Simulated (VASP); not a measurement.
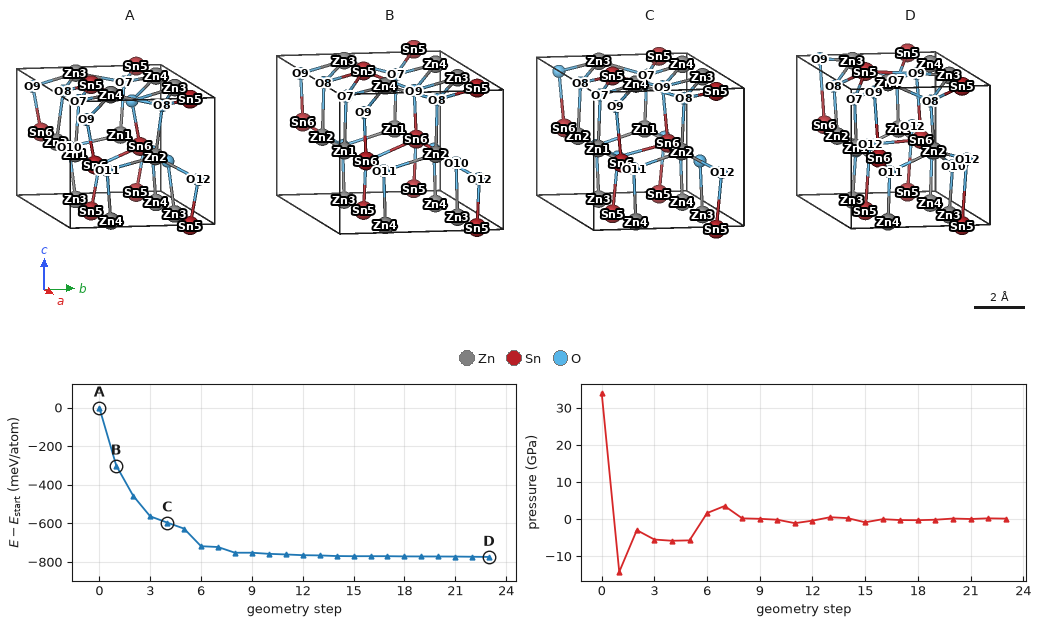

Frames of a relaxation of solid Zn₂SnO₃ (a generated structure, set up in Cmc2_1), marked on the history of the run. Style: ball-and-stick. Shown: the conventional cell (2 times the calculation's cell), slightly off an axis. Lengths and directions refer to the drawn axes.

The run lets cell and atoms move.

Level of theory: Kohn-Sham DFT of a periodic cell, PBE, VASP PAW PBE potentials, recommended in VASP 6.6.1.

Input
```
ALGO = Fast
EDIFF = 1E-4
EDIFFG = -0.08
ENCUT = 520
GGA = PE
IBRION = 2
ISIF = 3
ISMEAR = 0
LASPH = T
LCHARG = F
LREAL = Auto
LWAVE = F
NELM = 60
NSW = 24
PREC = Normal
SIGMA = 0.15
```

Launched with:
```bash
cat potpaw_PBE.64/Zn/POTCAR potpaw_PBE.64/Sn_d/POTCAR potpaw_PBE.64/O/POTCAR > POTCAR
mpirun -np 1 vasp_std > vasp.out
```

**What happens along the run?**

The relaxation stopped without meeting its thresholds, so the last structure isn't shown to be converged. The largest moves relative to the cell, 0.74 Å, are those of O9 and O12. O9 goes along [0 1 2]. By element the largest moves are O 0.74 Å, Sn 0.18 Å, Zn 0.06 Å. The drawn cell changes as follows: a 10.400 → 10.523 Å (+1.2 %), b 5.980 → 5.761 Å (−3.7 %), c 5.170 → 5.697 Å (+10.2 %); the volume changes by +7.4 %. Some distances before and after: Sn5–O12 1.907 → 2.722 Å, Sn5–O7 1.772 → 2.334 Å, Zn1–O12 2.397 → 2.066 Å, Sn5–O9 1.835 → 2.128 Å. Bond angles that change, for instance: Zn2–O11–Sn6 121.2° → 96.6°, Zn2–O11–Zn4 95.3° → 117.1°, Zn1–O11–Zn4 97.6° → 116.8°. The space group stays Cmc2_1 (No. 36). After 23 geometry steps the energy has fallen by 774 meV per atom. Largest force component: 6.6 eV/Å at the start, 0.33 eV/Å at the end. Pressure: 34.10 GPa at the start and 0.16 GPa at the end. It ran on 1 thread of Intel(R) Xeon(R) Platinum 8259CL CPU @ 2.50GHz (Skylake/Cascade Lake) (shared host). From step 0 to 1: O atoms move most (0.43 Å), volume +47.1 %, energy −301 meV per atom. From step 1 to 4: Sn atoms move most (0.25 Å), volume −18.0 %, energy −295 meV per atom. From step 4 to 23: O atoms move most (0.48 Å), volume −10.9 %, energy −178 meV per atom.

| step | E − E(0), meV/atom | largest force component, eV/Å | pressure, GPa | volume, Å³/atom |
| --- | --- | --- | --- | --- |
| 0 | 0.00 | 6.5890 | 34.10 | 13.397 |
| 1 | -300.61 | 1.9407 | -14.19 | 19.701 |
| 2 | -457.05 | 2.3224 | -2.94 | 16.370 |
| 3 | -563.19 | 1.3061 | -5.48 | 16.238 |
| 4 | -595.61 | 1.4177 | -5.80 | 16.148 |
| 5 | -627.08 | 1.2303 | -5.70 | 15.952 |
| 6 | -718.10 | 0.7671 | 1.66 | 14.585 |
| 7 | -722.34 | 0.7869 | 3.56 | 14.270 |
| 8 | -751.91 | 0.3910 | 0.23 | 14.567 |
| 9 | -751.92 | 0.4134 | 0.11 | 14.563 |
| 10 | -757.65 | 0.2931 | -0.13 | 14.614 |
| 11 | -760.86 | 0.2695 | -1.07 | 14.714 |
| 12 | -764.64 | 0.2813 | -0.39 | 14.563 |
| 13 | -765.87 | 0.3267 | 0.54 | 14.437 |
| 14 | -769.14 | 0.2332 | 0.29 | 14.512 |
| 15 | -769.89 | 0.1649 | -0.83 | 14.575 |
| 16 | -769.88 | 0.1855 | 0.01 | 14.563 |
| 17 | -769.89 | 0.1668 | -0.23 | 14.569 |
| 18 | -770.90 | 0.1103 | -0.26 | 14.535 |
| 19 | -771.25 | 0.1156 | -0.14 | 14.513 |
| 20 | -771.43 | 0.2204 | 0.18 | 14.470 |
| 21 | -771.81 | 0.2211 | 0.06 | 14.462 |
| 22 | -772.77 | 0.2230 | 0.24 | 14.439 |
| 23 | -773.79 | 0.3330 | 0.16 | 14.390 |
